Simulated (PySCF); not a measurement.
# C2H6Pb (Pb(CH3)22+): the cost of one run

Computed with PySCF 2.14.0. Level: TPSS, Pb def2-SVP with ECP60, C def2-SVP, H def2-SVP; scalar-relativistic core potentials, no spin–orbit coupling.

3 further runs of the same task are left out: 2 for a known fault of the program, 1 set aside as unsound or not needed.

### Step 1. The system as given

9 atoms, charge 2, spin multiplicity 1.

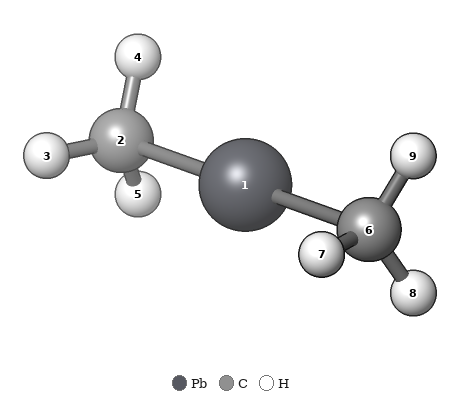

The structure; lead dark grey, carbon grey, hydrogen white; atoms are numbered from 1 in the order of the file.

As a file:

```xyz
9
charge 2, multiplicity 1
Pb    0.0000    0.0000    0.7789
C     2.2933    0.0000    0.7761
H     2.5449    0.0000   -0.3007
H     2.5484    0.9320    1.3133
H     2.5484   -0.9320    1.3133
C    -2.2933    0.0000    0.7761
H    -2.5449    0.0000   -0.3007
H    -2.5484   -0.9320    1.3133
H    -2.5484    0.9320    1.3133
```

Formal oxidation states: Pb +4. An earlier session relaxed this geometry at TPSS, Pb def2-SVP with ECP60, C def2-SVP, H def2-SVP (singlet, point group D3h).

Its energy there is -271.825536 Eh.

### Step 2. Multiplicity 3 at the relaxed geometry

Contents of run.py (the lines that set the calculation):

```python
mol = gto.M(atom='''
Pb     0.00000     0.00000     0.77893
C      2.29325     0.00000     0.77611
H      2.54487     0.00000    -0.30071
H      2.54835     0.93196     1.31328
H      2.54835    -0.93196     1.31328
C     -2.29325     0.00000     0.77611
H     -2.54487     0.00000    -0.30071
H     -2.54835    -0.93196     1.31328
H     -2.54835     0.93196     1.31328''',
    basis={'Pb': 'def2-SVP', 'C': 'def2-SVP', 'H': 'def2-SVP'},
    ecp={'Pb': 'def2-SVP'},
    charge=2, spin=2)
mf = dft.UKS(mol, xc='TPSS')
mf.grids.atom_grid = (50, 194)
mf = mf.density_fit()  # fitting sets: Pb def2-universal-JKFIT, C def2-universal-JKFIT, H def2-universal-JKFIT
mf.conv_tol = 1e-08; mf.max_cycle = 55
mf.kernel(dm0)  # dm0: free metal ions and neutral atoms
```

The run is started by

```sh
> OMP_NUM_THREADS=2 python run.py
```

**Question.** How long does this run take on 2 threads of Intel Xeon Platinum 8259CL at 2.50GHz (Skylake/Cascade Lake), shared host?

About 8.1 s.
